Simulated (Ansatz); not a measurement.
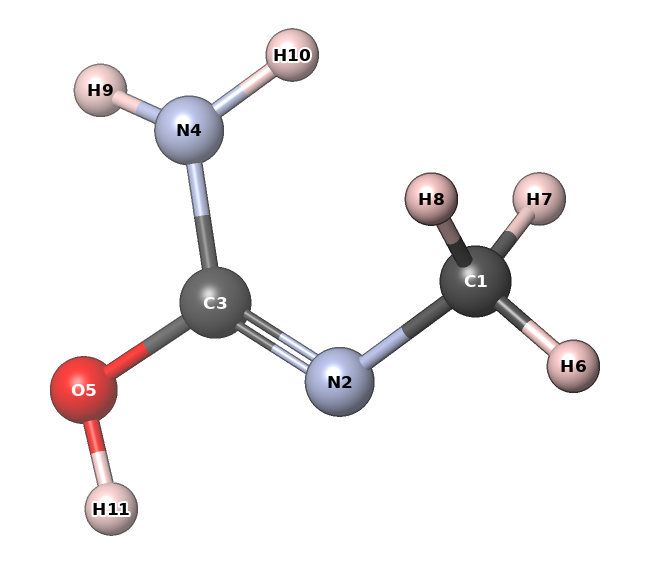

Distant atoms are faded towards the background colour. Computed geometry: PBE0-D4/def2-TZVP optimisation.

**Which atoms or bonds are stereogenic?**

Double bonds: N2=C3.

**Assign CIP descriptors.**

N2=C3: E.

**Give a SMILES with the stereochemistry.**

C/N=C(\N)O
